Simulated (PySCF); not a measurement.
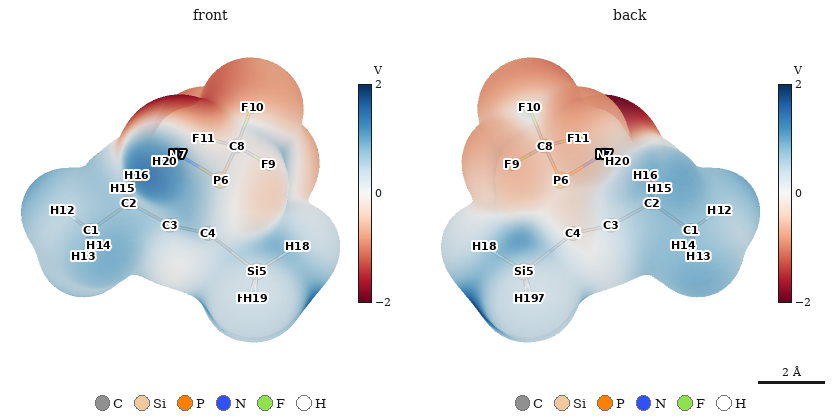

Figure. C$_{5}$H$_{9}$F$_{3}$NPSi. The molecular electrostatic potential painted on the density surface at 0.002 e/bohr³, seen from the front and from behind; red is negative and blue positive.

Geometry: GFN2-xTB.

Method: PBE0/pcSseg-1, SCF density, gas phase, non-relativistic (PySCF).

```xyz
20

C    -1.3749   -0.9067   -2.4237
C    -0.6248   -1.1629   -1.1188
C    -0.8320   -0.1828   -0.1174
C    -0.5124    0.7575    0.6229
Si   -1.0873    2.0604    1.8504
P     1.5848    0.8463    0.3058
N     2.0089   -0.0495   -0.9081
C     1.7760   -0.5176    1.6128
F     1.2245   -0.2093    2.8003
F     3.0811   -0.7173    1.8422
F     1.2567   -1.6989    1.2519
H    -1.0528   -1.6189   -3.1786
H    -2.4469   -1.0194   -2.2770
H    -1.1799    0.1001   -2.7858
H    -0.8124   -2.1697   -0.7419
H     0.4904   -1.0660   -1.2961
H    -2.4200    1.6308    2.2736
H    -0.1373    2.1462    2.9519
H    -1.1394    3.3077    1.0831
H     2.1926    0.4807   -1.7506
```

### Describe the electrostatic potential map.

The most negative region (about −1.9 V) lies over N7, the most positive (about +1.7 V) over Si5. N7 is the likeliest acceptor of a hydrogen bond.

### How polar is the molecule by this calculation?

Its dipole moment is 4.10 D.
